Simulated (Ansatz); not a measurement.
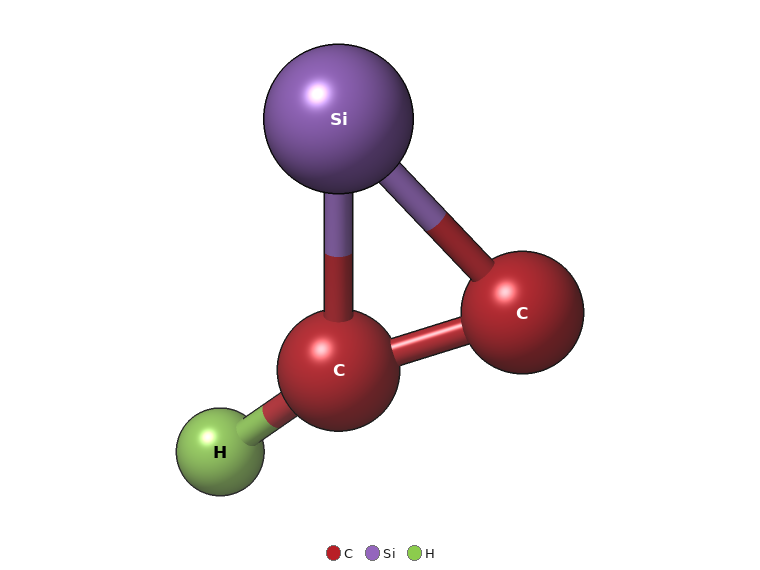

The species is neutral and a spin doublet. Geometry: a frame of the PBE0-D4/def2-SVP trajectory. Program: Ansatz 0.2.0.

Compare dipole (D) at these levels: PBE-D4/def2-TZVPP; PBE0-D4/def2-TZVPP; UHF-CCSD(T) (frozen core)/def2-TZVPP; r2SCAN-D4/def2-TZVPP; ωB97M-V/def2-TZVPP.

```json
{"level": "PBE-D4/def2-TZVPP", "dipole (D)": "1.86"}
{"level": "PBE0-D4/def2-TZVPP", "dipole (D)": "1.92"}
{"level": "UHF-CCSD(T) (frozen core)/def2-TZVPP", "dipole (D)": "1.91"}
{"level": "r2SCAN-D4/def2-TZVPP", "dipole (D)": "1.87"}
{"level": "ωB97M-V/def2-TZVPP", "dipole (D)": "2.06"}
```
